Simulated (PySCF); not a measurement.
## Electronic structure of CH8Ge2S (SMILES [CH3][GeH2][S][GeH3]) in real space

```xyz
12

C    -1.8254    0.2345   -0.0420
Ge   -0.5854   -1.2542    0.3271
S     1.2576   -0.5668    1.3669
Ge    2.0299    0.8229   -0.1504
H    -1.3689    0.9553   -0.7181
H    -2.7368   -0.1403   -0.4993
H    -2.0854    0.7465    0.8817
H    -0.1926   -1.9601   -0.9547
H    -1.1703   -2.2871    1.2570
H     1.8470    0.2792   -1.5418
H     3.4872    1.0082    0.1336
H     1.3443    2.1612   -0.0860
```

Geometry: GFN2-xTB.

The calculation used PySCF, PBE0/def2-SVPD, SCF density, gas phase.

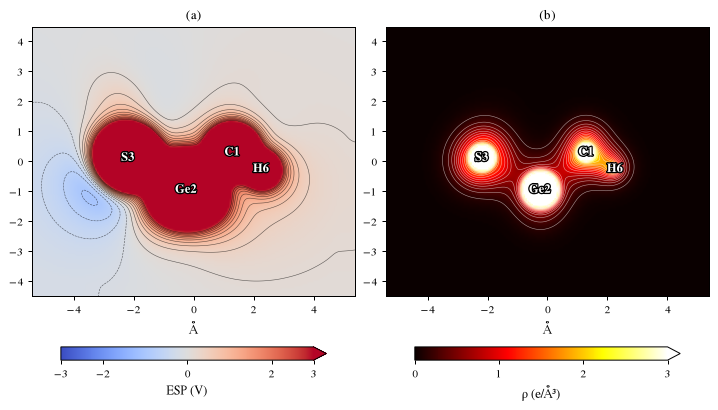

Figure 1. (a) electrostatic potential; (b) electron density on the plane of atoms Ge2, C1 and H6.

Question: Read the bonding off the picture.

Answer: Atoms in the plane: C, Ge, S and H.
C–Ge (1.97 Å): ρ at the midpoint is about 0.86 e/Å³.
Ge–S (2.22 Å): the density is about 0.7 e/Å³ at the midpoint.
C–H (1.09 Å): ρ at the midpoint is about 1.9 e/Å³.
Outside the dense part of the molecule the potential is most negative (−1.0 V) near S3.

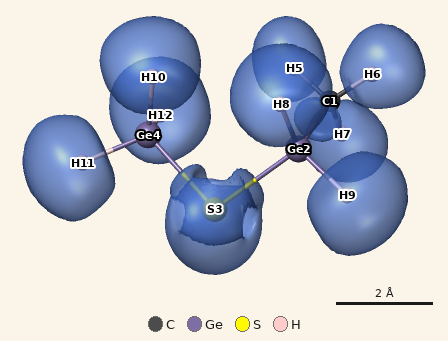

Figure 2. Isosurface of the ELF at 0.8 (blue), seen at an oblique angle. Core shells and regions of very low density are left out.

Question: Identify the bonds, lone pairs and shells in this picture.

Answer: The surface consists of eight regions around hydrogen nuclei, one lobe of the valence shell of C pointing towards Ge (polar bonds) and one region on S in which the atom's valence shell and bonds are merged. Profiles from the grid: C–Ge (1.97 Å): the ELF peaks at about 0.90 in the valence shell of C, 0.7 Å from its nucleus, and is about 0.70 at the midpoint. Ge–S (2.20 Å): the ELF peaks at about 0.85 in the valence shell of S, 0.9 Å from its nucleus, and is about 0.75 at the midpoint.

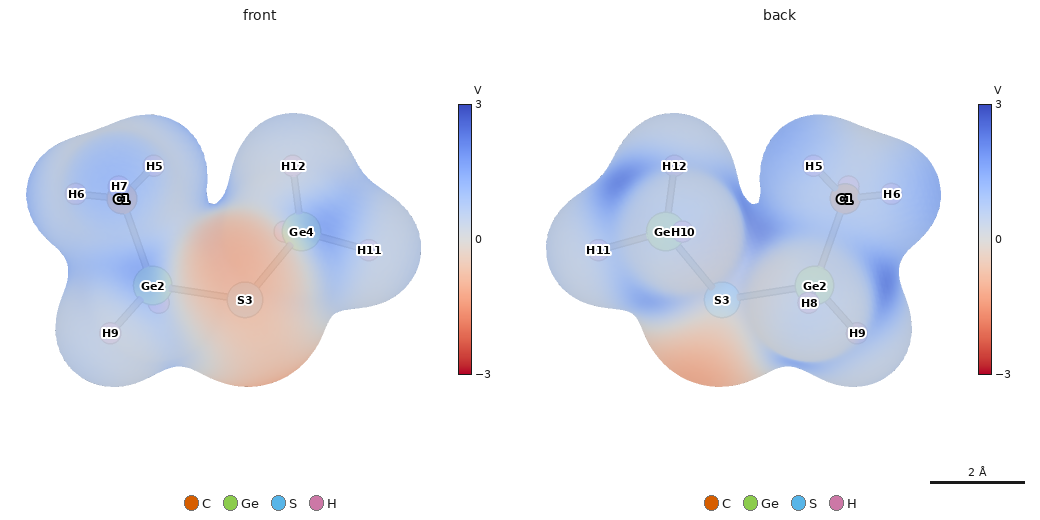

Figure 3. The electrostatic potential painted on the density surface at 0.004 e/bohr³, seen from the front and from behind; red is negative and blue positive.

Question: Describe the electrostatic potential map.

Answer: The most negative region (about −1.1 V) lies over S3, the most positive (about +2.0 V) over Ge2 and Ge4.

Question: How polar is the molecule by this calculation?

Answer: Its dipole moment is 1.84 D.
